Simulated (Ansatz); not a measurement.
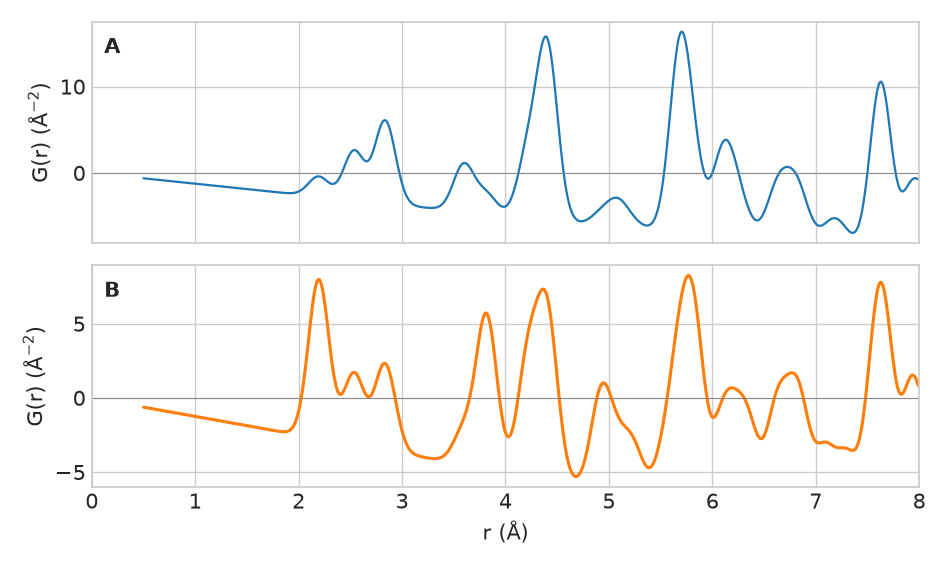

Two calculated pair distribution functions of the same structure of Be5Ge, one with X-ray weights (atomic numbers) and one with neutron weights (tabulated coherent scattering lengths, natural isotope mix where the element has one), both with peak width σ = 0.10 Å. Structure used: the geometry relaxed with Ansatz 0.2.0, DFT PBEsol, scalar-relativistic, plane waves, PAW; the starting structure was generated, so it need not be a known form of this composition.

```cif
data_structure
_symmetry_space_group_name_H-M 'P 1'
_symmetry_Int_Tables_number 1
_cell_length_a 4.4068
_cell_length_b 4.4068
_cell_length_c 3.5953
_cell_angle_alpha 90.000
_cell_angle_beta 90.000
_cell_angle_gamma 120.000
_cell_volume 60.47
loop_
_atom_site_label
_atom_site_type_symbol
_atom_site_fract_x
_atom_site_fract_y
_atom_site_fract_z
_atom_site_occupancy
Be1 Be 0.33333 0.66667 0.00000 1
Be2 Be 0.66667 0.33333 0.00000 1
Be3 Be 0.50000 0.00000 0.50000 1
Be4 Be 0.50000 0.50000 0.50000 1
Be5 Be 0.00000 0.50000 0.50000 1
Ge1 Ge 0.00000 0.00000 0.00000 1
```

### Which curve is the neutron PDF?

Curve B is the neutron PDF and A the X-ray PDF. The weight that changes most is that of Be–Be (first at 2.20 Å): 0.15 for X-rays, 0.68 for neutrons.

### Give the weight with which each partial g(r) enters the total (Faber–Ziman weights, summing to 1).

```
 pair  X-ray  neutron
Be–Be   0.15     0.68
Be–Ge   0.47     0.29
Ge–Ge   0.38     0.03
```

Scattering lengths used: Be 7.79 fm, Ge 8.19 fm.
